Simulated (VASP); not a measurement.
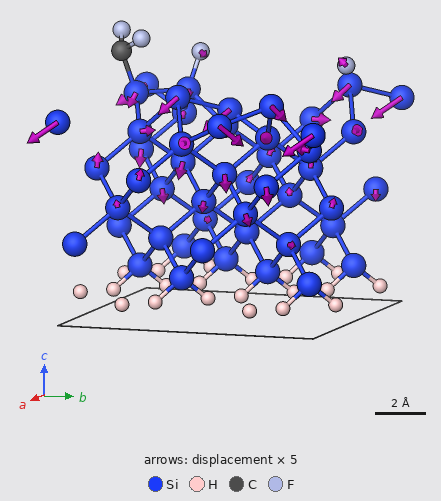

This is a relaxation of a slab of composition Si48H16CF4. The starting structure is drawn; purple arrows show the displacements, 5 times their true length.

The picture is a ball-and-stick view of the cell of the calculation, outlined in the plane, without the vacuum (origin shifted), seen slightly off an axis.

The run lets the atoms move in a fixed cell. 24 atoms are held fixed.

Method: Kohn-Sham DFT of a periodic cell, PBE with D3(BJ), VASP PAW PBE potentials, recommended in VASP.

Input
```
SYSTEM = Si48H16CF4
  PREC = Accurate
  ENCUT = 400
  EDIFF = 1E-6
  ISMEAR = 0
  SIGMA = 0.05
  LREAL = Auto
  LASPH = .True.
  NELM = 100
  ALGO = Normal
  ISIF = 2
  LWAVE = .False.
  LCHARG = .False.
  GGA = PE
  IVDW = 12
  IBRION = 2
  NSW = 120
  EDIFFG = -0.03
  ISYM = 0
  NCORE = 4
```

Run as
```bash
cat potpaw_PBE.64/Si/POTCAR potpaw_PBE.64/H/POTCAR potpaw_PBE.64/C/POTCAR potpaw_PBE.64/F/POTCAR > POTCAR
mpirun -np 8 vasp_gam > vasp.out
```

Q: Atoms of which element are displaced furthest, and by how much?

A: Silicon: up to 0.31 Å, against 0.10 Å for fluorine.

Q: Describe the change and its energy.

A: Over 50 geometry steps the energy falls by 2.171 eV per cell of the calculation. Largest force component: 2.5 eV/Å at the start, 0.33 eV/Å at the end. The largest moves, 0.31 Å, are those of Si atoms. Largest moves by element: Si 0.31 Å, F 0.10 Å, C 0.03 Å. H stays in place. The cell doesn't change. Among the contacts that change: Si–Si 2.605 → 2.374 Å, C–Si 1.870 → 1.960 Å, Si–Si 2.320 → 2.409 Å, Si–Si 2.264 → 2.338 Å. Among the angles between lasting bonds that change: Si–Si–Si 105.1° → 115.3°, Si–Si–Si 96.5° → 106.2°, Si–Si–Si 109.5° → 100.1°. It ran on 8 threads of AMD EPYC 9R45 (Zen 5) (shared host).
